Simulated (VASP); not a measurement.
Band structure of Mg2Si (antifluorite). Method: vdW-DF-cx, VASP's PBE PAW potentials (set 64) (plane waves; VASP 6.6.1).

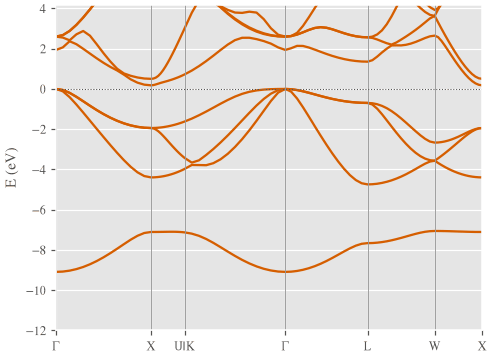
Figure: Bands along high-symmetry lines, zero at the valence-band maximum or, without a gap, the Fermi level

Task: Read the plot: is there a gap, and where are the band edges?

Result: The gap is indirect, 0.18 eV, from the valence maximum at Γ to the conduction minimum at X. (Edges off the drawn lines would not show.)

Measured: gap 0.77 eV (computed value off by -0.59 eV), as given by Byungki Ryu et al., Journal of the Korean Physical Society (2019), arXiv:1905.06140.

The compound is Mg2Si in the antifluorite structure. It was relaxed first.
